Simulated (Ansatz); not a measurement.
Input

```
crystal:
  periodic: [false, false, false]
  atoms:
    - {symbol: Al, position_ang: [-1.663515, -0.378693, -1.237042]}
    - {symbol: B, position_ang: [-2.002685, 0.761447, 1.612303]}
    - {symbol: Cl, position_ang: [-0.186594, 0.925049, -2.253906]}
    - {symbol: O, position_ang: [-1.850179, 0.314463, 0.450457]}
    - {symbol: H, position_ang: [-1.055099, -1.857015, -1.083209]}
    - {symbol: H, position_ang: [-3.086723, -0.246708, -1.969387]}
basis:
  gaussian:
    orbitals: def2-TZVPD
total_charge: -1
magnetization:
  spin_polarized: false
hamiltonian:
  xc: pbe0
output: {forces: true, orbitals: {seedname: orbitals}}
```

Command:

```sh
ansatz run input.yaml --threads 2 --pin off --max-ram 4350MiB --events-out events.jsonl --progress --plain --runs-dir runs
```

Geometry: PBE0-D3(BJ)/def2-SVPD.

Level of theory: Ansatz, isolated molecule in a Gaussian basis; Kohn-Sham density functional theory, functional PBE0.

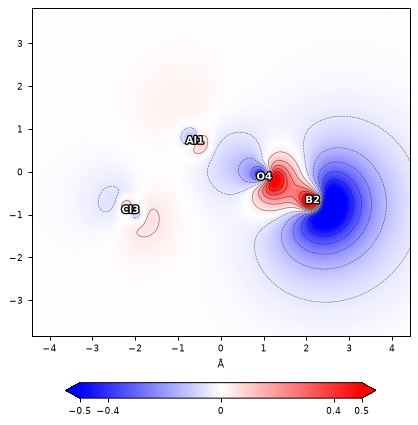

AlBClH2O (charge −1). The HOMO on the plane of atoms Cl3, Al1 and O4 (values in Å⁻³ᐟ²; the overall sign is arbitrary).

Describe this orbital and give its energy.

Answer. It lies mainly on B2 (about 90 %) and O4 (about 5 %). Its energy is −2.49 eV.
